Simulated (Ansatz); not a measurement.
The starting structures come from a database of crystals and need not be the phases stable at ambient conditions.

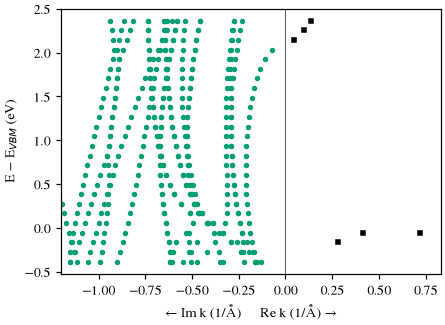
Figure: Complex bands at the centre of the two-dimensional zone; PBEsol run with Ansatz (a first-principles code)

The gap is the functional's own. No spin-orbit coupling. Mid-gap values are interpolated on the energy grid.

Problem. This is Ge3N4 (P6_3/m, not sure to be the ambient phase, 14 atoms a cell, 12.4 Å³ an atom) along the normal of (110). Read off the slowest decay at the centre of the two-dimensional zone at 1.04 eV, the computed energy nearest the middle of the gap.

Solution. κ ≈ 0.21 1/Å, a decay length 1/(2κ) of the density of 2.4 Å.
